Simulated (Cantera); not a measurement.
Feed: 1 mol SF6, 0.05 mol SO2, 17 mol H2, held at 0.810 bar.

Cantera equilibrium calculation (NASA polynomials, part measured and part estimated; ideal gas, pure solids and liquids). Candidate condensed phases: H2O, H2SO4, S; 71 gas species. Ions and electrons are included (thermal ionisation). Equilibrium is a limit: real reactors are often held back by kinetics, nucleation or transport.

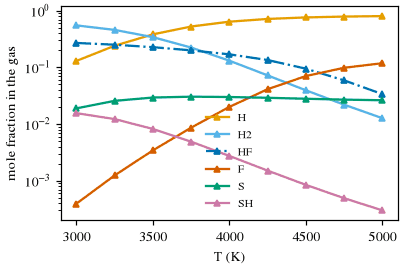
Fig. 1. Equilibrium gas composition (values under 1e-9 drawn at 1e-9)

From 3000 K to 5000 K nothing is condensed.
